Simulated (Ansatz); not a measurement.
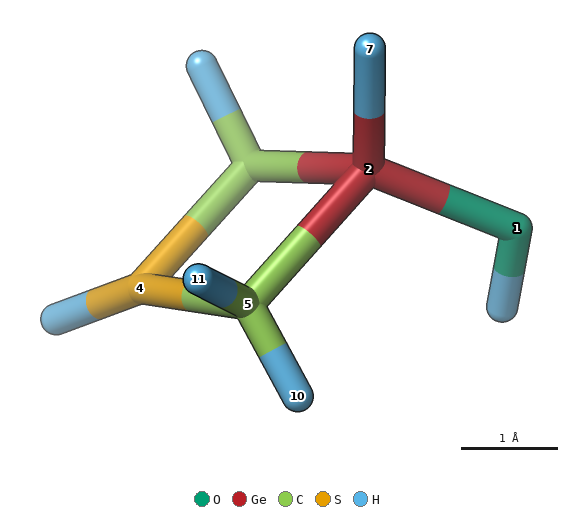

The starting structure (stick view, seen at a tilt; atoms are numbered from 1 in the order of the input). Sticks mark near contacts. Bond lengths as drawn: C–Ge 1.94 to 1.95 Å, C–H 1.08 to 1.16 Å, C–S 1.79 to 1.81 Å, Ge–H 1.58 Å, Ge–O 1.73 Å, H–O 1.02 Å and H–S 1.38 Å.

Geometry relaxation, with input and output: C$_{2}$H$_{6}$GeOS

System: C$_{2}$H$_{6}$GeOS.
Method: RKS PBE0-D4/def2-SVP (Ansatz 0.2.0).

It belongs to a series of runs on one base structure; here: end point B relaxed. Figures and captions count atoms from 1; the log counts them from 0 in places.

## The program's output
```
The last accepted step is kept in [file] (removed where the run ends without a failure and the disk answers)
Engine: ansatz 0.2.0, x86_64-unknown-linux-gnu
Functional definition: PBE0
  parameter a = 0.25
  parameter kappa = 0.804
  parameter beta = 0.06672455060314922
  exchange = (1 - a)*pbe_x(kappa = kappa, mu = beta*pi^2/3) + a*exact_x
  correlation = pbe_c(beta = beta)
1314 factors; integrals over basis functions are off by at most 3.3e-4 eV
mean field evaluation 1: about -71525.6388 eV, gradient 7.2e1 eV
mean field evaluation 2: about -71489.0236 eV, gradient 1.2e2 eV
mean field evaluation 4: about -71537.2536 eV, gradient 1.0e1 eV
mean field evaluation 8: about -71537.5033 eV, gradient 4.4e-1 eV
mean field evaluation 16: about -71537.5255 eV, gradient 1.2e-4 eV
mean field -71537.52554453 eV, -2628.9555738850 hartree, gradient 3.1e-5 eV, S^2 0.000000; 0 other end points of the search recorded, 0 dependent functions left out
the calculation of the forces begins
reference -71537.52557078 eV, -2628.9555748496 hartree; 37, 37 occupied and 85, 85 virtual orbitals, 1314 factors
relax step   1: F+E_penalty+E_count = -71537.76968580 eV  Δ(F+E_penalty+E_count) = +0.000e0 eV  max|allowed force component| = 3.186e0 eV/Å  Δτ_max = 0.0000 Å  (31 SCF iters, accepted)
these checks for a lower state are left out or cut short: starts, cluster_reference, orbital_swaps, neighbouring_geometries, increment
1314 factors; integrals over basis functions are off by at most 3.5e-4 eV
mean field -71539.01503190 eV, -2629.0103115362 hartree, gradient 1.5e-5 eV, S^2 0.000000; 0 other end points of the search recorded, 0 dependent functions left out
[... from here on the field's lines of each further geometry are left out, up to the last ...]
relax step   2: F+E_penalty+E_count = -71539.25776896 eV  Δ(F+E_penalty+E_count) = -1.488e0 eV  max|allowed force component| = 2.110e0 eV/Å  Δτ_max = 0.1947 Å  (38 SCF iters, accepted)
relax step   3: F+E_penalty+E_count = -71539.99230367 eV  Δ(F+E_penalty+E_count) = -7.345e-1 eV  max|allowed force component| = 1.506e0 eV/Å  Δτ_max = 0.1949 Å  (33 SCF iters, accepted)
relax step   4: F+E_penalty+E_count = -71540.45904731 eV  Δ(F+E_penalty+E_count) = -4.667e-1 eV  max|allowed force component| = 1.171e0 eV/Å  Δτ_max = 0.1963 Å  (32 SCF iters, accepted)
relax step   5: F+E_penalty+E_count = -71540.77931053 eV  Δ(F+E_penalty+E_count) = -3.203e-1 eV  max|allowed force component| = 8.198e-1 eV/Å  Δτ_max = 0.1928 Å  (31 SCF iters, accepted)
relax step   6: F+E_penalty+E_count = -71540.94837464 eV  Δ(F+E_penalty+E_count) = -1.691e-1 eV  max|allowed force component| = 5.431e-1 eV/Å  Δτ_max = 0.2000 Å  (31 SCF iters, accepted)
relax step   7: F+E_penalty+E_count = -71540.98061252 eV  Δ(F+E_penalty+E_count) = -3.224e-2 eV  max|allowed force component| = 1.073e0 eV/Å  Δτ_max = 0.1998 Å  (35 SCF iters, accepted)
relax step   8: F+E_penalty+E_count = -71540.98173169 eV  Δ(F+E_penalty+E_count) = -1.119e-3 eV  max|allowed force component| = 1.050e0 eV/Å  Δτ_max = 0.2000 Å  (31 SCF iters, accepted)
relax step   9: F+E_penalty+E_count = -71541.03281989 eV  Δ(F+E_penalty+E_count) = -5.109e-2 eV  max|allowed force component| = 1.997e-1 eV/Å  Δτ_max = 0.0758 Å  (31 SCF iters, accepted)
relax step  10: F+E_penalty+E_count = -71541.03434628 eV  Δ(F+E_penalty+E_count) = -1.526e-3 eV  max|allowed force component| = 4.718e-1 eV/Å  Δτ_max = 0.1587 Å  (31 SCF iters, accepted)
relax step  11: F+E_penalty+E_count = -71541.04392386 eV  Δ(F+E_penalty+E_count) = -9.578e-3 eV  max|allowed force component| = 2.015e-1 eV/Å  Δτ_max = 0.0245 Å  (31 SCF iters, accepted)
relax step  12: F+E_penalty+E_count = -71541.04553128 eV  Δ(F+E_penalty+E_count) = -1.607e-3 eV  max|allowed force component| = 8.031e-2 eV/Å  Δτ_max = 0.0115 Å  (31 SCF iters, accepted)
relax step  13: F+E_penalty+E_count = -71541.04593219 eV  Δ(F+E_penalty+E_count) = -4.009e-4 eV  max|allowed force component| = 4.629e-2 eV/Å  Δτ_max = 0.0223 Å  (30 SCF iters, accepted)
the calculation of the forces begins
reference -71540.80305065 eV, -2629.0760200134 hartree; 37, 37 occupied and 85, 85 virtual orbitals, 1314 factors
relax step  14: F+E_penalty+E_count = -71541.04605911 eV  Δ(F+E_penalty+E_count) = -1.269e-4 eV  max|allowed force component| = 1.801e-2 eV/Å  Δτ_max = 0.0116 Å  (26 SCF iters, accepted)
1314 factors; integrals over basis functions are off by at most 4.0e-4 eV
mean field evaluation 128: about -71540.8030 eV, gradient 9.6e-5 eV
```

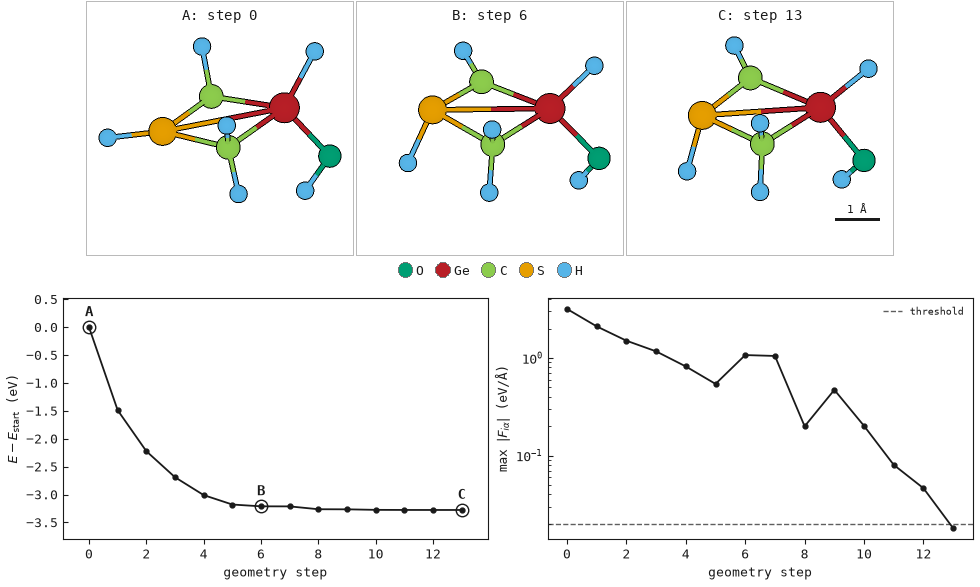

Frames of the relaxation (ball-and-stick view, seen at a tilt) above the curves, on which the letters mark them (the first geometry is step 0 here and step 1 in the log).

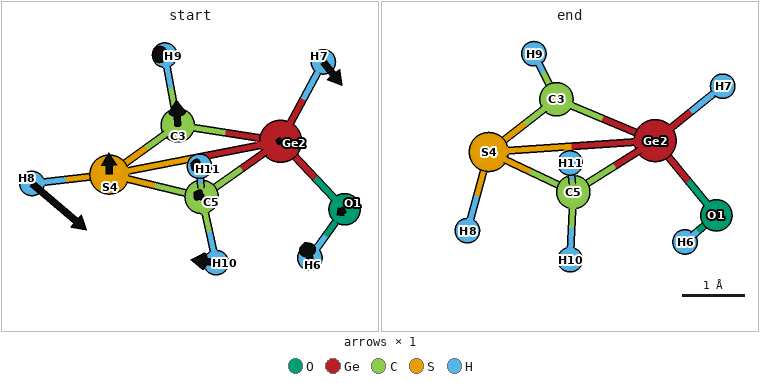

Before (left) and after (right) the relaxation, at one scale (ball-and-stick view, seen at a tilt). The black arrows give the displacements, at true length. Over 13 geometry steps the energy falls by 3.276 eV. Largest force component: 3.2 eV/Å at the start, 0.018 eV/Å at the end. The atom that moves furthest after the best rigid fit is H8 (1.18 Å). By element the largest moves are H 1.18 Å, C 0.48 Å, S 0.37 Å, O 0.17 Å, Ge 0.09 Å. Among the contacts that change: Ge2–S4 2.833 → 2.709 Å, C3–S4 1.815 → 1.702 Å, Ge2–C5 1.947 → 2.019 Å, C3–H9 1.157 → 1.090 Å. Among the angles that change: C5–S4–H8 160.8° → 94.0°, Ge2–S4–H8 150.7° → 105.7°, Ge2–C3–H9 108.5° → 141.4°. (Atoms are counted from 1 in the order of the input.)

```
mean field -71540.80302341 eV, -2629.0760190125 hartree, gradient 1.4e-5 eV, S^2 0.000000; 1 other end points of the search recorded, 0 dependent functions left out
the calculation of the forces begins
reference -71540.80305065 eV, -2629.0760200134 hartree; 37, 37 occupied and 85, 85 virtual orbitals, 1314 factors
Total energy: -71541.04608635 eV, -2629.0849514107 hartree
Atom 0 at    -0.806088     1.851891     0.568399 Å, force    -0.018010     0.006301     0.001811 eV/Å
Atom 1 at     0.459135     0.593640     0.410029 Å, force     0.000586    -0.000212    -0.003829 eV/Å
Atom 2 at     0.125738    -1.191153     0.905366 Å, force    -0.003699    -0.004976    -0.000684 eV/Å
Atom 3 at    -0.004482    -1.853340    -0.657024 Å, force     0.007840     0.001624     0.001770 eV/Å
Atom 4 at     0.501033    -0.265739    -1.416925 Å, force    -0.002017    -0.003923    -0.000073 eV/Å
Atom 5 at    -1.681774     1.459134     0.657418 Å, force     0.014839    -0.000416    -0.000617 eV/Å
Atom 6 at     1.711982     1.381029     0.823544 Å, force     0.001699    -0.000789    -0.001034 eV/Å
Atom 7 at    -1.319350    -1.800155    -1.181453 Å, force    -0.002886     0.003896    -0.005685 eV/Å
Atom 8 at     0.087874    -1.838659     1.780874 Å, force     0.002653     0.002335    -0.001913 eV/Å
Atom 9 at    -0.213221     0.056408    -2.189616 Å, force     0.004253    -0.001823     0.008487 eV/Å
Atom 10 at     1.501942    -0.387106    -1.855414 Å, force    -0.005260    -0.002018     0.001767 eV/Å
Dipole moment:    -0.143763    -0.369523    -0.403192 e Å
```

## Trajectory as extended XYZ (Å, eV, eV/Å), 14 frames, from step=1 to step=14
```
11
Properties=species:S:1:pos:R:3:forces:R:3 step=1 energy=-71537.76969
O    -0.7101    1.9356    0.6619   -2.6592   1.0489  -0.7264
Ge    0.4502    0.6773    0.4464    0.5648  -2.3553   0.1245
C    -0.3201   -1.0606    0.8079    1.2690  -1.0196   1.6637
S    -0.2603   -1.7226   -0.8809    2.7750  -1.8267   2.4869
C     0.3807   -0.1153   -1.3305   -0.1787   3.1863  -1.5572
H    -1.5831    1.6393    0.2320    1.9592   0.6406   1.1858
H     1.8973    0.9573    1.0161   -0.8832   0.1774  -0.3739
H    -0.9726   -2.9034   -0.9341   -1.6053   0.4639  -0.6163
H     0.3960   -1.6406    1.5079   -1.4860   0.1520  -0.6785
H    -0.2990    0.4610   -1.9573    0.0643  -0.0534  -0.7333
H     1.3838   -0.2221   -1.7242    0.1802  -0.4139  -0.7753
11
Properties=species:S:1:pos:R:3:forces:R:3 step=2 energy=-71539.25777
O    -0.7083    1.9584    0.6509   -0.9520   0.5234  -0.2912
Ge    0.4214    0.6307    0.4543    0.2014  -1.4651   0.4851
C    -0.3014   -1.1041    0.8699    0.7560  -0.2557   0.0184
S    -0.0850   -1.7640   -0.8070    2.0402  -1.3743   2.1104
C     0.3928   -0.0719   -1.3711   -0.7817   0.9583  -0.9146
H    -1.5664    1.6615    0.2749    0.6903   0.3252   0.5483
H     1.8393    0.9718    0.9916   -0.4279   0.3075  -0.2293
H    -1.0430   -2.8158   -0.9535   -0.7388   1.3279  -0.7118
H     0.3442   -1.6965    1.5606   -0.8139  -0.1139   0.0101
H    -0.3153    0.4443   -2.0235   -0.0093  -0.1027  -0.4688
H     1.3845   -0.2083   -1.8017    0.0357  -0.1305  -0.5566
11
Properties=species:S:1:pos:R:3:forces:R:3 step=3 energy=-71539.99230
O    -0.7043    1.9671    0.6419    0.2684   0.1740   0.0409
Ge    0.4134    0.5909    0.4711   -0.1271  -0.3729   0.2072
C    -0.2815   -1.1235    0.8909    0.6093  -0.4497  -0.4238
S     0.0798   -1.8310   -0.7272   -0.5154  -0.1318   0.8934
C     0.3699   -0.0714   -1.3928    0.2241  -0.6586  -0.1494
H    -1.5551    1.6737    0.2991   -0.1724   0.0543   0.1549
H     1.8142    1.0010    0.9750   -0.2260   0.3216  -0.1235
H    -1.0944   -2.6977   -1.0134    0.7259   1.5058  -0.4271
H     0.2973   -1.7196    1.6008   -0.3691  -0.2752   0.5663
H    -0.3409    0.4223   -2.0588   -0.2722  -0.3731  -0.3479
H     1.3646   -0.2059   -1.8414   -0.1456   0.2056  -0.3911
11
Properties=species:S:1:pos:R:3:forces:R:3 step=4 energy=-71540.45905
O    -0.6813    1.9728    0.6385    0.0709  -0.0983  -0.0391
Ge    0.4076    0.5648    0.4749   -0.0873   0.0841   0.1559
C    -0.2482   -1.1540    0.9318    0.6504  -0.3027  -0.6117
S     0.1334   -1.8395   -0.6735   -0.9320  -0.0018   0.3047
C     0.3819   -0.1052   -1.4115    0.0079  -0.8757   0.2156
H    -1.5570    1.6876    0.3472   -0.0331   0.1228   0.1801
H     1.7864    1.0594    0.9547   -0.1119   0.2001  -0.0679
H    -1.0897   -2.5340   -1.1215    0.9424   1.1706  -0.1138
H     0.2464   -1.7678    1.6985   -0.3284  -0.0120   0.1369
H    -0.3794    0.3116   -2.0913   -0.0585  -0.4238   0.0330
H     1.3628   -0.1898   -1.9026   -0.1203   0.1366  -0.1936
11
Properties=species:S:1:pos:R:3:forces:R:3 step=5 energy=-71540.77931
O    -0.6710    1.9798    0.6368   -0.2079  -0.1743  -0.0882
Ge    0.4097    0.5663    0.4740   -0.0625   0.0140  -0.0204
C    -0.2040   -1.1654    0.9280    0.6001  -0.3788  -0.2895
S     0.1633   -1.8627   -0.6488   -0.8198   0.3025   0.1152
C     0.3958   -0.1668   -1.4017    0.0017  -0.4827   0.0195
H    -1.5693    1.7015    0.4003    0.1801   0.1612   0.1923
H     1.7703    1.1147    0.9400   -0.0502   0.1274  -0.0315
H    -1.0694   -2.3655   -1.2130    0.7068   0.6372   0.0524
H     0.1917   -1.7911    1.7449   -0.3184   0.1071  -0.0773
H    -0.4106    0.1836   -2.0746    0.0818  -0.3514   0.1683
H     1.3564   -0.1885   -1.9408   -0.1117   0.0377  -0.0409
11
Properties=species:S:1:pos:R:3:forces:R:3 step=6 energy=-71540.94838
O    -0.6782    1.9712    0.6376   -0.1413  -0.0829  -0.0424
Ge    0.4231    0.5766    0.4630   -0.0876  -0.0036  -0.0223
C    -0.1397   -1.1708    0.9290    0.3904  -0.0153  -0.3451
S     0.1760   -1.8509   -0.6358   -0.5431  -0.2215   0.1252
C     0.4158   -0.2112   -1.4002    0.0688  -0.1194   0.1110
H    -1.5891    1.6880    0.4771    0.1199   0.0865   0.1151
H     1.7717    1.1783    0.9066   -0.0804   0.0546  -0.0244
H    -1.0449   -2.1846   -1.2948    0.3271   0.1551   0.1750
H     0.1017   -1.8136    1.7829   -0.1362   0.0409  -0.0789
H    -0.4329    0.0386   -2.0568    0.1163   0.0317   0.0415
H     1.3595   -0.2156   -1.9633   -0.0340   0.0738  -0.0546
11
Properties=species:S:1:pos:R:3:forces:R:3 step=7 energy=-71540.98061
O    -0.7251    1.9412    0.6019   -0.3905  -0.0871  -0.0363
Ge    0.4241    0.5893    0.4039    0.5269   0.6097   0.1910
C     0.0315   -1.1476    0.9031   -0.2469  -1.0725   0.3939
S     0.1364   -1.8833   -0.6282   -0.0059   0.2902  -0.3829
C     0.4825   -0.2470   -1.4175   -0.1514  -0.2277   0.0043
H    -1.6333    1.6091    0.6553    0.1861   0.1193  -0.0134
H     1.7280    1.2757    0.8471    0.0004   0.0614  -0.0406
H    -1.1350   -2.0518   -1.2127   -0.0483   0.0017  -0.1343
H    -0.0401   -1.8418    1.7492    0.0974   0.4046   0.0496
H    -0.3406    0.0366   -2.0901    0.0458  -0.0798  -0.0724
H     1.4342   -0.2746   -1.9667   -0.0136  -0.0198   0.0410
11
Properties=species:S:1:pos:R:3:forces:R:3 step=8 energy=-71540.98173
O    -0.7538    1.8628    0.5933   -0.6262  -0.5239  -0.2087
Ge    0.5094    0.5695    0.4285   -0.8889   0.2781   0.3505
C     0.1240   -1.2098    0.8943    0.1349   0.0168   0.3416
S     0.0583   -1.8647   -0.6764   -0.1060  -0.2598   0.3515
C     0.4778   -0.2527   -1.3848    0.3112   0.1394  -0.8138
H    -1.6725    1.5269    0.4786    1.0503   0.2530   0.1603
H     1.7145    1.3605    0.9147    0.2487   0.0549  -0.0106
H    -1.2602   -1.8996   -1.1784   -0.0650   0.0351  -0.1343
H     0.0571   -1.8345    1.7879    0.0349  -0.0666  -0.1549
H    -0.3172    0.0934   -2.0654    0.0692  -0.0173   0.0003
H     1.4254   -0.3459   -1.9471   -0.1631   0.0903   0.1182
11
Properties=species:S:1:pos:R:3:forces:R:3 step=9 energy=-71541.03282
O    -0.7566    1.8966    0.5948    0.0068  -0.1406  -0.0458
Ge    0.4561    0.5796    0.4349   -0.0683   0.1997   0.0482
C     0.0701   -1.1931    0.9185    0.0065  -0.1027  -0.1198
S     0.0622   -1.8713   -0.6510    0.0794   0.0888   0.0772
C     0.4822   -0.2477   -1.4003   -0.1555  -0.1082   0.0170
H    -1.6588    1.5558    0.5473    0.1011   0.0181   0.0420
H     1.7324    1.3210    0.8612   -0.0090   0.0098   0.0173
H    -1.2307   -1.9428   -1.2226   -0.0078   0.0563   0.0175
H     0.0709   -1.8459    1.7913   -0.0170   0.0029  -0.0139
H    -0.3051    0.0676   -2.0986   -0.0259   0.0053  -0.0646
H     1.4402   -0.3137   -1.9304    0.0895  -0.0294   0.0250
11
Properties=species:S:1:pos:R:3:forces:R:3 step=10 energy=-71541.03435
O    -0.7959    1.8490    0.5498   -0.3022   0.0686   0.0984
Ge    0.4657    0.5936    0.4213    0.0081  -0.1792  -0.1521
C     0.1386   -1.1955    0.9116    0.0129  -0.0129  -0.0541
S     0.0247   -1.8605   -0.6518   -0.4718   0.1637  -0.0911
C     0.4826   -0.2583   -1.4124    0.2497   0.0156   0.0041
H    -1.6802    1.4643    0.6299    0.2168   0.0708  -0.0175
H     1.7261    1.3673    0.8357   -0.0166   0.0300   0.0057
H    -1.3053   -1.8090   -1.1812    0.2141  -0.1105   0.0728
H     0.0653   -1.8428    1.7842    0.0579  -0.0028   0.0375
H    -0.2387    0.0694   -2.1806    0.0275  -0.0935   0.1292
H     1.4798   -0.3716   -1.8614    0.0036   0.0502  -0.0329
11
Properties=species:S:1:pos:R:3:forces:R:3 step=11 energy=-71541.04392
O    -0.7978    1.8600    0.5716   -0.1250  -0.0124   0.0043
Ge    0.4576    0.5938    0.4139    0.0575  -0.0447   0.0069
C     0.1307   -1.1939    0.9055   -0.0301  -0.0596   0.0752
S     0.0060   -1.8558   -0.6569   -0.0782  -0.0192  -0.0196
C     0.4983   -0.2644   -1.4139    0.2015  -0.0387   0.0183
H    -1.6830    1.4798    0.6340    0.0979   0.0270  -0.0037
H     1.7113    1.3735    0.8390    0.0006   0.0037  -0.0124
H    -1.3159   -1.8203   -1.1863    0.1024   0.0176   0.0334
H     0.0874   -1.8439    1.7821    0.0060   0.0609  -0.0691
H    -0.2271    0.0563   -2.1698   -0.0996   0.0470  -0.1189
H     1.4953   -0.3791   -1.8738   -0.1330   0.0185   0.0856
11
Properties=species:S:1:pos:R:3:forces:R:3 step=12 energy=-71541.04553
O    -0.7968    1.8600    0.5749   -0.0145   0.0171  -0.0047
Ge    0.4573    0.5920    0.4149    0.0123  -0.0264   0.0065
C     0.1193   -1.1939    0.9068    0.0071   0.0453  -0.0045
S     0.0061   -1.8565   -0.6552   -0.0256  -0.0129  -0.0333
C     0.4970   -0.2643   -1.4133   -0.0803   0.0211  -0.0192
H    -1.6804    1.4798    0.6318    0.0049  -0.0102   0.0069
H     1.7136    1.3703    0.8344    0.0013   0.0026  -0.0033
H    -1.3083   -1.8202   -1.1890    0.0288   0.0032   0.0149
H     0.0936   -1.8417    1.7813   -0.0080  -0.0227   0.0251
H    -0.2299    0.0564   -2.1761    0.0311  -0.0101   0.0222
H     1.4914   -0.3760   -1.8652    0.0429  -0.0069  -0.0105
11
Properties=species:S:1:pos:R:3:forces:R:3 step=13 energy=-71541.04593
O    -0.8039    1.8530    0.5701   -0.0207   0.0095   0.0003
Ge    0.4587    0.5925    0.4122    0.0100   0.0053  -0.0140
C     0.1247   -1.1915    0.9066   -0.0085  -0.0463  -0.0052
S    -0.0031   -1.8552   -0.6566    0.0201   0.0374   0.0251
C     0.4994   -0.2656   -1.4153    0.0050  -0.0051  -0.0063
H    -1.6821    1.4632    0.6465    0.0153  -0.0009   0.0030
H     1.7126    1.3774    0.8267    0.0013   0.0033   0.0005
H    -1.3159   -1.8005   -1.1844   -0.0154  -0.0087   0.0019
H     0.0921   -1.8395    1.7824   -0.0041   0.0075  -0.0133
H    -0.2184    0.0562   -2.1846    0.0020   0.0014   0.0013
H     1.4986   -0.3840   -1.8584   -0.0050  -0.0034   0.0066
11
Properties=species:S:1:pos:R:3:forces:R:3 step=14 energy=-71541.04606
O    -0.8061    1.8519    0.5684   -0.0180   0.0063   0.0018
Ge    0.4591    0.5936    0.4100    0.0006  -0.0002  -0.0038
C     0.1257   -1.1912    0.9054   -0.0037  -0.0050  -0.0007
S    -0.0045   -1.8533   -0.6570    0.0078   0.0016   0.0018
C     0.5010   -0.2657   -1.4169   -0.0020  -0.0039  -0.0001
H    -1.6818    1.4591    0.6574    0.0148  -0.0004  -0.0006
H     1.7120    1.3810    0.8235    0.0017  -0.0008  -0.0010
H    -1.3194   -1.8002   -1.1815   -0.0029   0.0039  -0.0057
H     0.0879   -1.8387    1.7809    0.0027   0.0023  -0.0019
H    -0.2132    0.0564   -2.1896    0.0043  -0.0018   0.0085
H     1.5019   -0.3871   -1.8554   -0.0053  -0.0020   0.0018
```

The run was set up as follows.

## Input file
```yaml
crystal:
  periodic: [false, false, false]
  atoms:
    - { symbol: O, position_ang: [-0.7101, 1.9356, 0.6619] }
    - { symbol: Ge, position_ang: [0.4502, 0.6773, 0.4464] }
    - { symbol: C, position_ang: [-0.3201, -1.0606, 0.8079] }
    - { symbol: S, position_ang: [-0.2603, -1.7226, -0.8809] }
    - { symbol: C, position_ang: [0.3807, -0.1153, -1.3305] }
    - { symbol: H, position_ang: [-1.5831, 1.6393, 0.232] }
    - { symbol: H, position_ang: [1.8973, 0.9573, 1.0161] }
    - { symbol: H, position_ang: [-0.97261, -2.90335, -0.9341] }
    - { symbol: H, position_ang: [0.396, -1.6406, 1.5079] }
    - { symbol: H, position_ang: [-0.299, 0.461, -1.9573] }
    - { symbol: H, position_ang: [1.3838, -0.2221, -1.7242] }
basis:
  gaussian: { orbitals: def2-SVP }
hamiltonian:
  xc: pbe0
  dispersion: d4
relax:
  f_tol: 0.02
  max_steps: 50
```

Command:
```bash
ansatz run input.yaml --threads 2 --pin off --max-ram 3072MiB --backend cpu --events-out ev --progress --plain --runs-dir out
```

## Key numbers

| quantity | value |
| --- | --- |
| outcome | converged |
| total energy | −71541.0461 eV |
| mean-field energy | −71540.8031 eV |
| largest force (length of the vector) at the end | 0.019 eV/Å |
| hardware | 2 threads of Intel Xeon (Sapphire Rapids), 16 GiB of memory available, shared host |
| wall time | 53 s (CPU time 1.7 min) |
| peak memory | 0.33 GiB |
